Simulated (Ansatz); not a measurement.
**CH5BO: a ladder of functionals and wavefunction methods**

Aim: compute CH5BO with functionals from several rungs and with coupled cluster, and see how far each lands from CCSD(T) at the basis-set limit for the atomisation energy.

Program: Ansatz 0.2.0, Gaussian basis. Level of theory: functionals in def2-TZVPP, the program's frozen cores in correlated methods. These are calculated values, not measurements.

The runs, in order: LDA (SPW92), PBE-D4, revPBE-D4, BLYP-D4, r2SCAN-D4, B97M-V, PBE0-D4, B3LYP-D4, r2SCANh-D4, r2SCAN0-D4, HSE06-D4, BHLYP-D4, CAM-B3LYP-D4, LC-ωPBE, ωB97X-V, ωB97M-V, B2PLYP, PBE-QIDH; CCSD(T)/def2-SVP; CCSD(T)/def2-TZVPP; MP2/def2-QZVPP; extrapolation to the limit; RPA on PBE.

## 1. The relaxed structure

All runs share one geometry, relaxed beforehand with PBE0-D4 in a triple-zeta def2 set.

SMILES `BCO`, 8 atoms, charge 0, spin multiplicity 1.

Atoms are counted from 1 here; the program's logs count them from 0.

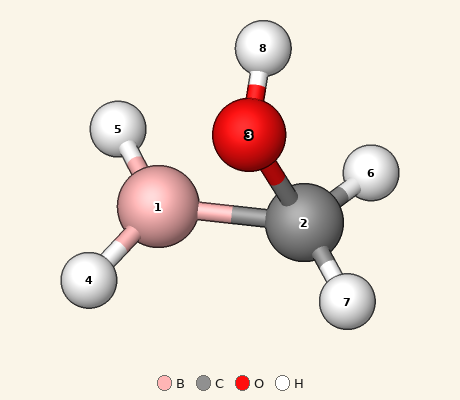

The structure; boron pink, carbon grey, oxygen red, hydrogen white; atoms are numbered from 1 in the order of the file.

## 2. LDA

This LDA is Slater exchange with PW92 correlation.

Contents of in.yaml:

```yaml
crystal:
  periodic: [false, false, false]
  atoms:
    - {symbol: B, position_ang: [-0.513745, 0.302488, -0.663666]}
    - {symbol: C, position_ang: [0.596617, 0.351170, 0.418547]}
    - {symbol: O, position_ang: [0.228310, -1.042019, 0.007726]}
    - {symbol: H, position_ang: [-0.224461, 0.381965, -1.819190]}
    - {symbol: H, position_ang: [-1.658071, 0.351807, -0.309892]}
    - {symbol: H, position_ang: [0.383828, 0.517622, 1.470816]}
    - {symbol: H, position_ang: [1.642989, 0.496275, 0.171740]}
    - {symbol: H, position_ang: [-0.363367, -1.416507, 0.668220]}
basis:
  gaussian: {orbitals: def2-TZVPP}
hamiltonian: {xc: lda}
output: {orbitals: {seedname: orbitals}}
```

Command:

```sh
> ansatz run in.yaml --threads 2 --pin off --events-out ev --progress --plain --max-ram 4352MiB
```

The runs that follow: PBE-D4 (GGA); revPBE-D4 (GGA); BLYP-D4 (GGA); r2SCAN-D4 (meta-GGA); B97M-V (meta-GGA); PBE0-D4 (hybrid); B3LYP-D4 (hybrid); r2SCANh-D4 (hybrid); r2SCAN0-D4 (hybrid); HSE06-D4 (hybrid); BHLYP-D4 (hybrid); CAM-B3LYP-D4 (range-separated); LC-ωPBE (range-separated); ωB97X-V (range-separated); ωB97M-V (range-separated); B2PLYP (double hybrid); PBE-QIDH (double hybrid); CCSD(T) in def2-SVP; CCSD(T) in def2-TZVPP; MP2 in def2-QZVPP; RPA on PBE orbitals.

Q: Predict the results of all the runs planned. Wanted: atomisation energy, CCSD(T)/CBS; farthest beyond LDA; mean size of error, GGA; mean size of error, meta-GGA; mean size of error, hybrid; mean size of error, range-separated; mean size of error, double hybrid; gap, smallest and largest; T1 diagnostic.

As calculated:

| quantity | value |
| --- | --- |
| atomisation energy, CCSD(T)/CBS | 2852.9 kJ/mol |
| functionals within 14.3 kJ/mol (0.5 %) | revPBE-D4, BLYP-D4, B97M-V, PBE0-D4, B3LYP-D4, r2SCANh-D4, HSE06-D4, LC-ωPBE, ωB97X-V, PBE-QIDH |
| farthest beyond LDA | BHLYP-D4 (-76.2 kJ/mol) |
| mean size of error, GGA | 25.1 kJ/mol |
| mean size of error, meta-GGA | 13.8 kJ/mol |
| mean size of error, hybrid | 22.1 kJ/mol |
| mean size of error, range-separated | 14.8 kJ/mol |
| mean size of error, double hybrid | 14.7 kJ/mol |
| gap, smallest and largest | 5.98 eV (BLYP-D4), 13.51 eV (LC-ωPBE) |
| T1 diagnostic | 0.0116 |
| triples share of the correlation energy | 3.6 % |

What this shows: The LDA atomisation energy is off by 425.0 kJ/mol (15 %): it overbinds. PBE-D4 is off by +61.9 kJ/mol. Double hybrids carry the basis error of their MP2 part in triple zeta, and no dispersion term here, so their miss is partly the set-up's. Taken by rung, meta-GGA functionals do best (13.8 kJ/mol on average) and GGA ones worst beyond LDA (25.1 kJ/mol). The gap between the best rungs is small, so their order is not settled. Misses under about 14.3 kJ/mol are within the doubt on the reference itself, which lacks core-valence correlation, relativity and higher excitations. Hartree-Fock recovers 73 % of the binding; the rest is correlation. CCSD(T) in def2-SVP is off by -131.3 kJ/mol, worse than the median functional, from the basis alone. The gap grows from 6.0 to 13.5 eV across the functionals, mostly with the share of exact exchange.
